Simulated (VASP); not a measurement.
Band structure of Ba4Sb2O (space group I4/mmm). All values below come from PBEsol GGA, VASP's PBE PAW potentials (set 64) (plane waves; VASP).

Unless said otherwise, spin-orbit coupling is left out, though it shifts the bands of the heavy elements here.

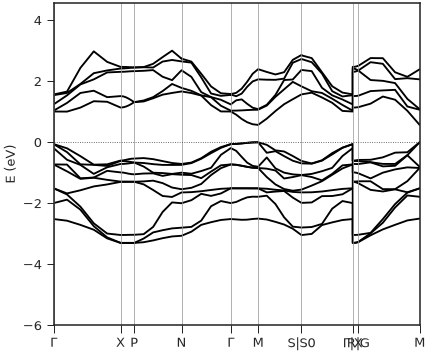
*Bands along high-symmetry lines, zero at the valence-band maximum or, without a gap, the Fermi level*

**Question.** Read the plot: is there a gap, and where are the band edges?

**Answer.** The gap is direct, 0.57 eV, from the valence maximum at M to the conduction minimum at M.

The structure comes from a computed database's Ba4Sb2O entry; how it stands against other phases isn't given here. The cell was not relaxed at this level. The k-mesh is coarse (spacing up to 0.56 per Å, 2π included), so the numbers may not be converged in it.
